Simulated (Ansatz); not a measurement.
**H₆InNOSn: single points with varied inputs**

How do the results and run time of H₆InNOSn respond when the settings are drawn wide?

Program: Ansatz 0.2.0, Gaussian basis. Level of theory: the settings change from run to run. These are calculated values, not measurements.

### 1 The geometry

The geometry comes from an earlier relaxation with PBE0-D4 in a triple-zeta def2 set; it is a stationary point, not always the lowest conformer. In, Sn take a core potential in def2 sets; no spin-orbit term is included.

SMILES `[NH2][InH][SnH2][OH]`, 10 atoms, charge 0, spin multiplicity 1.

Atoms are counted from 1 here; the program's logs count them from 0.

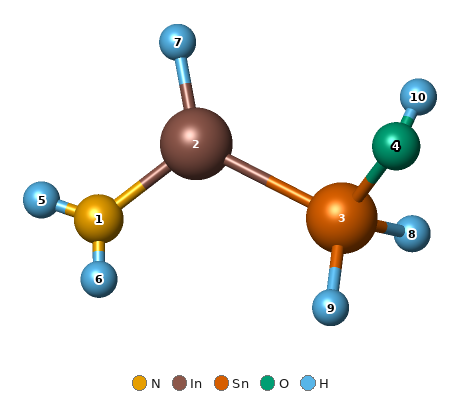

The structure; nitrogen amber, indium brown, tin orange, oxygen teal, hydrogen blue; atoms are numbered from 1 in the order of the file.

### 2 PBE-QIDH/def2-TZVPD

Set apart from the defaults: multiplicity 3, a grid of angular degree 11.

in.yaml

```yaml
crystal:
  periodic: [false, false, false]
  atoms:
    - {symbol: N, position_ang: [-2.054925, 1.471329, -0.666331]}
    - {symbol: In, position_ang: [-0.266890, 0.640823, -1.046274]}
    - {symbol: Sn, position_ang: [0.659069, -1.140087, 0.863038]}
    - {symbol: O, position_ang: [2.590724, -0.802818, 1.159205]}
    - {symbol: H, position_ang: [-2.486113, 2.169592, -1.249616]}
    - {symbol: H, position_ang: [-2.577107, 1.331543, 0.182348]}
    - {symbol: H, position_ang: [0.463599, 1.126245, -2.526037]}
    - {symbol: H, position_ang: [0.509192, -2.797665, 0.429783]}
    - {symbol: H, position_ang: [0.030017, -0.919704, 2.436706]}
    - {symbol: H, position_ang: [3.132444, -1.079268, 0.417189]}
basis:
  gaussian: {orbitals: def2-TZVPD, final_grid: {core_spheres: 5, valence_spheres: 4, degree: 11}}
magnetization: {spin_polarized: true, initial_magnetization: 2}
hamiltonian: {xc: {name: PBE-QIDH}}
```

Run with:

```bash
$ ansatz run in.yaml --threads 4 --pin off --events-out ev --progress --plain --max-ram 10444MiB
```

The log of the run:

```text
Functional definition: PBE-QIDH
  name "PBE-QIDH"
  cite "Brémond, Sancho-García, Pérez-Jiménez & Adamo, J. Chem. Phys. 141, 031101 (2014) doi:10.1063/1.4890314"
  cite "Perdew, Burke & Ernzerhof, Phys. Rev. Lett. 77, 3865 (1996) doi:10.1103/PhysRevLett.77.3865"
  parameter a = 3^(-1/3)
  parameter c = 1/3
  exchange = (1 - a)*pbe_x + a*exact_x
  correlation = (1 - c)*pbe_c + c*(mp2_os + mp2_ss)
1971 factors; integrals over basis functions are off by at most 1.1e-3 eV
mean field evaluation 1: about -14601.4987 eV, gradient 4.9e1 eV
mean field evaluation 2: about -14601.5381 eV, gradient 4.9e1 eV
mean field evaluation 4: about -14611.0431 eV, gradient 1.0e1 eV
mean field evaluation 8: about -14611.8594 eV, gradient 1.1e0 eV
mean field evaluation 16: about -14612.0427 eV, gradient 9.0e-2 eV
mean field evaluation 32: about -14612.0433 eV, gradient 5.5e-4 eV
mean field evaluation 64: about -14611.0455 eV, gradient 9.5e0 eV
mean field evaluation 96: about -14612.4066 eV, gradient 1.8e-1 eV
mean field -14612.40865352 eV, -536.9961133706 hartree, gradient 2.4e-6 eV, S^2 2.022626; 10 other end points of the search recorded, 0 dependent functions left out
10 core orbitals not correlated: weight in the atoms' cores, before any rotation towards them, 1.000 or more for the frozen orbitals, at most 0.000 for the correlated occupied ones
reference -14612.40868310 eV, -536.9961144575 hartree; 23, 21 occupied and 210, 212 virtual orbitals, 1971 factors
second order -31.42618049 eV of doubles, -0.00000000 eV of singles
Total energy: -14622.88407659 eV, -537.3810780680 hartree
```

Run time: 53 s. Hardware: 4 threads of Arm Neoverse V1, shared host; peak memory 1.2 GiB.

⟨S²⟩ 2.023.

### 3 MP2/def2-mTZVPP

Set apart from the defaults: multiplicity 3, finite nuclei.

Edit in.yaml of step 2 so:

```diff
@@ -14,4 +14,5 @@
 basis:
-  gaussian: {orbitals: def2-TZVPD, final_grid: {core_spheres: 5, valence_spheres: 4, degree: 11}}
+  gaussian: {orbitals: def2-mTZVPP, nuclear_model: gaussian}
 magnetization: {spin_polarized: true, initial_magnetization: 2}
-hamiltonian: {xc: {name: PBE-QIDH}}
+hamiltonian: {xc: {name: HF}}
+correlation: {method: mp2}
```

Same command.

The log of the run, cut to the lines that bear on the results:

```text
Functional definition: HF
  name "HF"
  cite "Fock, Z. Phys. 61, 126 (1930) doi:10.1007/BF01340294"
  parent pbe
[...]
1584 factors; integrals over basis functions are off by at most 1.1e-3 eV
[...]
mean field -14566.41166150 eV, -535.3057550918 hartree, gradient 2.7e-6 eV, S^2 2.038203; 14 other end points of the search recorded, 0 dependent functions left out
10 core orbitals not correlated: weight in the atoms' cores, before any rotation towards them, 1.000 or more for the frozen orbitals, at most 0.000 for the correlated occupied ones
reference -14566.41166150 eV, -535.3057550918 hartree; 23, 21 occupied and 117, 119 virtual orbitals, 1584 factors
second order -17.59247889 eV of doubles, -0.00000000 eV of singles
Total energy: -14584.00414039 eV, -535.9522667664 hartree
```

Wall time 15 s (4 threads of Arm Neoverse V1, shared host); peak memory 0.58 GiB.

⟨S²⟩ 2.038.

### 4 RPBE/def2-mTZVPP

Options: charge -1, multiplicity 2, high accuracy.

Edit in.yaml of step 3 so:

```diff
@@ -14,5 +14,7 @@
 basis:
-  gaussian: {orbitals: def2-mTZVPP, nuclear_model: gaussian}
-magnetization: {spin_polarized: true, initial_magnetization: 2}
-hamiltonian: {xc: {name: HF}}
-correlation: {method: mp2}
+  gaussian: {orbitals: def2-mTZVPP}
+total_charge: -1
+magnetization: {spin_polarized: true, initial_magnetization: 1}
+hamiltonian: {xc: {name: RPBE}}
+accuracy: high
+output: {forces: true}
```

Same command.

The log of the run, cut to the lines that bear on the results:

```text
Functional definition: RPBE
  name "RPBE"
  cite "Hammer, Hansen & Nørskov, Phys. Rev. B 59, 7413 (1999) doi:10.1103/PhysRevB.59.7413"
  cite "Perdew, Burke & Ernzerhof, Phys. Rev. Lett. 77, 3865 (1996) doi:10.1103/PhysRevLett.77.3865"
[...]
3266 factors; integrals over basis functions are off by at most 5.1e-8 eV
[...]
mean field -14645.29849107 eV, -538.2047926071 hartree, gradient 1.6e-8 eV, S^2 0.752737; 4 other end points of the search recorded, 0 dependent functions left out
[...]
reference -14645.29849691 eV, -538.2047928214 hartree; 33, 32 occupied and 117, 118 virtual orbitals, 3266 factors
Total energy: -14645.29849691 eV, -538.2047928214 hartree
Atom 0 at    -2.054925     1.471329    -0.666331 Å, force    -1.180108     0.524153     0.152089 eV/Å
Atom 1 at    -0.266890     0.640823    -1.046274 Å, force     1.246950    -0.824822     0.019453 eV/Å
Atom 2 at     0.659069    -1.140087     0.863038 Å, force    -1.575102     0.563546    -1.007759 eV/Å
Atom 3 at     2.590724    -0.802818     1.159205 Å, force     1.474548     0.208944     1.054604 eV/Å
Atom 4 at    -2.486113     2.169592    -1.249616 Å, force    -0.184018     0.336604    -0.163450 eV/Å
Atom 5 at    -2.577107     1.331543     0.182348 Å, force    -0.213724    -0.010283     0.315008 eV/Å
Atom 6 at     0.463599     1.126245    -2.526037 Å, force     0.129186     0.069606    -0.383448 eV/Å
Atom 7 at     0.509192    -2.797665     0.429783 Å, force     0.185642    -0.596000     0.104311 eV/Å
Atom 8 at     0.030017    -0.919704     2.436706 Å, force    -0.199142    -0.108423     0.487743 eV/Å
Atom 9 at     3.132444    -1.079268     0.417189 Å, force     0.315769    -0.163326    -0.578550 eV/Å
Dipole moment:    -0.122658    -0.189673     0.118780 e Å
```

Run time: 15 s. Hardware: 4 threads of Arm Neoverse V1, shared host; peak memory 0.72 GiB.

Largest force 1.953 eV/Å, ⟨S²⟩ 0.753.

### 5 BLYP/def2-SVPD

Set apart from the defaults: a point charge of 2.00 e beside it, D4 dispersion, high accuracy, the search for lower states set to off.

Edit in.yaml of step 4 so:

```diff
@@ -14,7 +14,5 @@
 basis:
-  gaussian: {orbitals: def2-mTZVPP}
-total_charge: -1
-magnetization: {spin_polarized: true, initial_magnetization: 1}
-hamiltonian: {xc: {name: RPBE}}
+  gaussian: {orbitals: def2-SVPD, point_charges: [{charge: 2.00, position_ang: [7.313, -0.270, -0.546]}]}
+hamiltonian: {xc: {name: BLYP}, dispersion: d4}
 accuracy: high
-output: {forces: true}
+scf: {lower_state_search: off}
```

The command is unchanged.

The log of the run, cut to the lines that bear on the results:

```text
Functional definition: BLYP
  name "BLYP"
  cite "Becke, Phys. Rev. A 38, 3098 (1988) doi:10.1103/PhysRevA.38.3098"
  cite "Lee, Yang & Parr, Phys. Rev. B 37, 785 (1988) doi:10.1103/PhysRevB.37.785"
[...]
3491 factors; integrals over basis functions are off by at most 3.1e-9 eV
[...]
mean field -14634.22671792 eV, -537.7979124483 hartree, gradient 3.6e-8 eV, S^2 0.000000; 0 other end points of the search recorded, 0 dependent functions left out
reference -14634.22678716 eV, -537.7979149929 hartree; 32, 32 occupied and 123, 123 virtual orbitals, 3491 factors
Total energy: -14634.63097039 eV, -537.8127684528 hartree
Checks for a lower state left out: stability, starts, cluster_reference, orbital_swaps, neighbouring_geometries, increment
```

Run time: 6 s. Hardware: 4 threads of Arm Neoverse V1, shared host; peak memory 0.57 GiB.

### 6 LC-wPBE/ANO-RCC-VTZP

This run has charge -1, multiplicity 2, a point charge of 1.00 e beside it, the search for lower states set to off.

Edit in.yaml of step 5 so:

```diff
@@ -14,5 +14,7 @@
 basis:
-  gaussian: {orbitals: def2-SVPD, point_charges: [{charge: 2.00, position_ang: [7.313, -0.270, -0.546]}]}
-hamiltonian: {xc: {name: BLYP}, dispersion: d4}
-accuracy: high
+  gaussian: {orbitals: ANO-RCC-VTZP, point_charges: [{charge: 1.00, position_ang: [7.167, -0.027, -0.742]}]}
+total_charge: -1
+magnetization: {spin_polarized: true, initial_magnetization: 1}
+hamiltonian: {xc: {name: LC-wPBE}}
 scf: {lower_state_search: off}
+output: {forces: true}
```

Same command.

The log of the run, cut to the lines that bear on the results:

```text
Functional definition: LC-wPBE
  name "LC-wPBE"
  cite "Vydrov & Scuseria, J. Chem. Phys. 125, 234109 (2006) doi:10.1063/1.2409292"
  cite "Heyd & Scuseria, J. Chem. Phys. 120, 7274 (2004) doi:10.1063/1.1668634"
  cite "Ernzerhof & Perdew, J. Chem. Phys. 109, 3313 (1998) doi:10.1063/1.476928"
  cite "Perdew, Burke & Ernzerhof, Phys. Rev. Lett. 77, 3865 (1996) doi:10.1103/PhysRevLett.77.3865"
  parent pbe
[...]
2063 factors; their error is unknown
576 factors; integrals over basis functions are off by at most 2.7e-5 eV
[...]
mean field -331715.87855041 eV, -12190.3336916294 hartree, gradient 5.6e-6 eV, S^2 0.750369; 0 other end points of the search recorded, 0 dependent functions left out
[...]
reference -331715.87855042 eV, -12190.3336916299 hartree; 61, 60 occupied and 219, 220 virtual orbitals, 2063 factors
Total energy: -331715.87855042 eV, -12190.3336916299 hartree
[...]
Atom 1 at    -0.266890     0.640823    -1.046274 Å, force     0.083230    -0.182052     0.114170 eV/Å
Atom 2 at     0.659069    -1.140087     0.863038 Å, force     0.791028    -0.082139    -0.051556 eV/Å
Atom 3 at     2.590724    -0.802818     1.159205 Å, force    -0.686067    -0.022144     0.259646 eV/Å
Atom 4 at    -2.486113     2.169592    -1.249616 Å, force     0.011718    -0.051638     0.069874 eV/Å
Atom 5 at    -2.577107     1.331543     0.182348 Å, force     0.050278     0.000783    -0.068356 eV/Å
Atom 6 at     0.463599     1.126245    -2.526037 Å, force    -0.125719    -0.031124     0.128548 eV/Å
Atom 7 at     0.509192    -2.797665     0.429783 Å, force    -0.065546     0.268247     0.049897 eV/Å
Atom 8 at     0.030017    -0.919704     2.436706 Å, force    -0.010376    -0.001508    -0.191739 eV/Å
Atom 9 at     3.132444    -1.079268     0.417189 Å, force     0.873629     0.275605    -0.500966 eV/Å
Dipole moment:    -3.921290     0.770645    -0.275520 e Å
Checks for a lower state left out: stability, starts, cluster_reference, orbital_swaps, neighbouring_geometries, increment
```

Run time: 28 s. Hardware: 4 threads of Arm Neoverse V1, shared host; peak memory 1.3 GiB.

Largest force 1.044 eV/Å, ⟨S²⟩ 0.750.

### 7 LC-wPBE/def2-mTZVP

Edit in.yaml of step 6 so:

```diff
@@ -14,7 +14,4 @@
 basis:
-  gaussian: {orbitals: ANO-RCC-VTZP, point_charges: [{charge: 1.00, position_ang: [7.167, -0.027, -0.742]}]}
-total_charge: -1
-magnetization: {spin_polarized: true, initial_magnetization: 1}
+  gaussian: {orbitals: def2-mTZVP}
 hamiltonian: {xc: {name: LC-wPBE}}
-scf: {lower_state_search: off}
 output: {forces: true}
```

The command is unchanged.

The log of the run, cut to the lines that bear on the results:

```text
Functional definition: LC-wPBE
  name "LC-wPBE"
  cite "Vydrov & Scuseria, J. Chem. Phys. 125, 234109 (2006) doi:10.1063/1.2409292"
  cite "Heyd & Scuseria, J. Chem. Phys. 120, 7274 (2004) doi:10.1063/1.1668634"
  cite "Ernzerhof & Perdew, J. Chem. Phys. 109, 3313 (1998) doi:10.1063/1.476928"
  cite "Perdew, Burke & Ernzerhof, Phys. Rev. Lett. 77, 3865 (1996) doi:10.1103/PhysRevLett.77.3865"
  parent pbe
[...]
1295 factors; their error is unknown
500 factors; integrals over basis functions are off by at most 2.3e-5 eV
[...]
mean field -14641.37577174 eV, -538.0606353306 hartree, gradient 2.1e-5 eV, S^2 0.000000; 0 other end points of the search recorded, 0 dependent functions left out
[...]
reference -14641.37577175 eV, -538.0606353310 hartree; 32, 32 occupied and 101, 101 virtual orbitals, 1295 factors
Total energy: -14641.37577175 eV, -538.0606353310 hartree
Atom 0 at    -2.054925     1.471329    -0.666331 Å, force     0.158245    -0.067664    -0.023062 eV/Å
Atom 1 at    -0.266890     0.640823    -1.046274 Å, force    -0.015109    -0.032019     0.029618 eV/Å
Atom 2 at     0.659069    -1.140087     0.863038 Å, force    -0.140796    -0.018521    -0.005330 eV/Å
Atom 3 at     2.590724    -0.802818     1.159205 Å, force    -0.060120     0.022754     0.056821 eV/Å
Atom 4 at    -2.486113     2.169592    -1.249616 Å, force    -0.032830     0.031103    -0.024650 eV/Å
Atom 5 at    -2.577107     1.331543     0.182348 Å, force    -0.047203     0.001084     0.041367 eV/Å
Atom 6 at     0.463599     1.126245    -2.526037 Å, force    -0.030749    -0.068684     0.140715 eV/Å
Atom 7 at     0.509192    -2.797665     0.429783 Å, force    -0.007577     0.164521     0.031181 eV/Å
Atom 8 at     0.030017    -0.919704     2.436706 Å, force     0.026728    -0.011113    -0.163463 eV/Å
Atom 9 at     3.132444    -1.079268     0.417189 Å, force     0.149412    -0.021461    -0.083197 eV/Å
Dipole moment:    -0.327084     0.024769    -0.316659 e Å
```

Wall time 2.3 s (4 threads of Arm Neoverse V1, shared host).

Largest force 0.174 eV/Å, dipole 2.19 D.

### 8 LC-wPBE/x2c-TZVPPall

Set apart from the defaults: multiplicity 3.

Edit in.yaml of step 7 so:

```diff
@@ -14,3 +14,4 @@
 basis:
-  gaussian: {orbitals: def2-mTZVP}
+  gaussian: {orbitals: x2c-TZVPPall}
+magnetization: {spin_polarized: true, initial_magnetization: 2}
 hamiltonian: {xc: {name: LC-wPBE}}
```

Launched as before.

The log of the run, cut to the lines that bear on the results:

```text
Functional definition: LC-wPBE
  name "LC-wPBE"
  cite "Vydrov & Scuseria, J. Chem. Phys. 125, 234109 (2006) doi:10.1063/1.2409292"
  cite "Heyd & Scuseria, J. Chem. Phys. 120, 7274 (2004) doi:10.1063/1.1668634"
  cite "Ernzerhof & Perdew, J. Chem. Phys. 109, 3313 (1998) doi:10.1063/1.476928"
  cite "Perdew, Burke & Ernzerhof, Phys. Rev. Lett. 77, 3865 (1996) doi:10.1103/PhysRevLett.77.3865"
  parent pbe
[...]
1781 factors; their error is unknown
463 factors; integrals over basis functions are off by at most 2.8e-5 eV
[...]
mean field -331715.53606809 eV, -12190.3211056365 hartree, gradient 1.6e-5 eV, S^2 2.009231; 6 other end points of the search recorded, 0 dependent functions left out
[...]
reference -331715.53606810 eV, -12190.3211056369 hartree; 61, 59 occupied and 205, 207 virtual orbitals, 1781 factors
Total energy: -331715.53606810 eV, -12190.3211056369 hartree
Relativity: scalar
Atom 0 at    -2.054925     1.471329    -0.666331 Å, force    -0.379212    -0.221489     0.626472 eV/Å
Atom 1 at    -0.266890     0.640823    -1.046274 Å, force    -0.363762     1.113895    -1.000000 eV/Å
Atom 2 at     0.659069    -1.140087     0.863038 Å, force     0.635969    -0.619583     1.061236 eV/Å
Atom 3 at     2.590724    -0.802818     1.159205 Å, force    -0.561931    -0.136021    -0.311861 eV/Å
Atom 4 at    -2.486113     2.169592    -1.249616 Å, force     0.251867    -0.080531    -0.009644 eV/Å
Atom 5 at    -2.577107     1.331543     0.182348 Å, force     0.035817     0.069092    -0.136312 eV/Å
Atom 6 at     0.463599     1.126245    -2.526037 Å, force     0.234653    -0.567282     0.386553 eV/Å
Atom 7 at     0.509192    -2.797665     0.429783 Å, force     0.194132     0.163732    -0.238893 eV/Å
Atom 8 at     0.030017    -0.919704     2.436706 Å, force    -0.183731     0.270352    -0.387169 eV/Å
Atom 9 at     3.132444    -1.079268     0.417189 Å, force     0.136199     0.007834     0.009617 eV/Å
Dipole moment:    -0.037631    -0.373310     0.064835 e Å
```

It took 24 s on 4 threads of Arm Neoverse V1, shared host; peak memory 0.87 GiB.

Largest force 1.540 eV/Å, dipole 1.83 D, ⟨S²⟩ 2.009.

### 9 The runs in one table

| level | charge | multiplicity | geometry | functions | energy (eV) | time |
| --- | --- | --- | --- | --- | --- | --- |
| PBE-QIDH/def2-TZVPD | 0 | 3 | relaxed | 243 | -14622.884 | 53 s |
| MP2/def2-mTZVPP | 0 | 3 | relaxed | 150 | -14584.004 | 15 s |
| RPBE/def2-mTZVPP | -1 | 2 | relaxed | 150 | -14645.298 | 15 s |
| BLYP/def2-SVPD | 0 | 1 | relaxed, point charge | 155 | -14634.631 | 6 s |
| LC-wPBE/ANO-RCC-VTZP | -1 | 2 | relaxed, point charge | 280 | -331715.879 | 28 s |
| LC-wPBE/def2-mTZVP | 0 | 1 | relaxed | 133 | -14641.376 | 2.3 s |
| LC-wPBE/x2c-TZVPPall | 0 | 3 | relaxed | 266 | -331715.536 | 24 s |

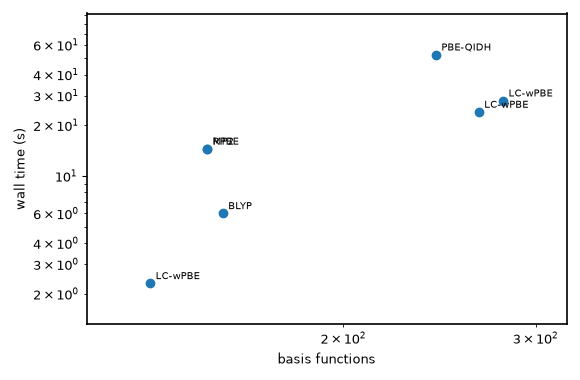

Wall time against the number of basis functions (shared host).

### 10 What came out

| quantity | value |
| --- | --- |
| runs | 7 |
| quickest | LC-wPBE/def2-mTZVP, 2.3 s |
| slowest | PBE-QIDH/def2-TZVPD, 53 s |

What this shows: The runs differ in state or geometry as well as level, so their energies can't be set against each other. Run time spans a factor of 23, from LC-wPBE/def2-mTZVP to PBE-QIDH/def2-TZVPD. The jobs differ in tasks and options as well as level. At the PBE0-D4/def2-TZVP geometry and in the same state, the sound runs without point charges leave forces up to 0.17 eV/Å (LC-wPBE/def2-mTZVP).
